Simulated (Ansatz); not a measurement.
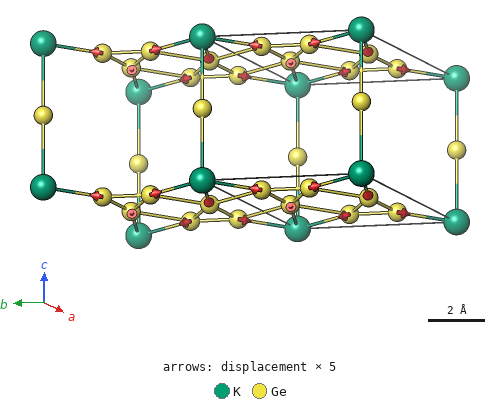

A relaxation of crystalline KGe7 (a generated structure, set up in P6/mmm) (coarse preliminary run). The starting structure is drawn; red arrows show the displacements (the part carried along by the change of the cell is left out), magnified 5 times.

The picture is a ball-and-stick view of the cell of the calculation, repeated 1 × 2 × 1 with one cell outlined, seen from a free direction.

The calculation used DFT PBE, scalar-relativistic, plane waves, PAW in Ansatz 0.2.0. (plane-wave cutoff 420 eV; k-point mesh 3 × 3 × 4; occupations gaussian; smearing width 0.1 eV; no spin polarisation; cell and atoms relaxed; force threshold 0.04 eV/Å; at most 70 steps)

Which element moves most?

Answer. Germanium: up to 0.11 Å, against 0.00 Å for potassium.

What happened in the run?

Answer. The largest moves relative to the cell, 0.11 Å, are those of Ge atoms. K stays in place. The drawn cell changes as follows: a = b 5.820 → 7.816 Å (+34.3 %), c 5.639 → 5.882 Å (+4.3 %); the volume changes by +88.1 %. Among the contacts that change: Ge–Ge 1.750 → 2.538 Å, Ge–Ge 2.350 → 3.047 Å, Ge–K 2.350 → 3.047 Å, Ge–K 2.820 → 2.941 Å. The space group stays P6/mmm (No. 191). After 13 accepted moves (15 points after the start) the energy has fallen by 5124 meV per atom. Largest force component: 34 eV/Å at the start, 0.0086 eV/Å at the end. Pressure: 107.16 GPa at the start and 0.22 GPa at the end. The SCF was repeated twice at an unchanged geometry on a basis and grid sized afresh for the cell, which shifted the energy by 141 meV per atom at most.
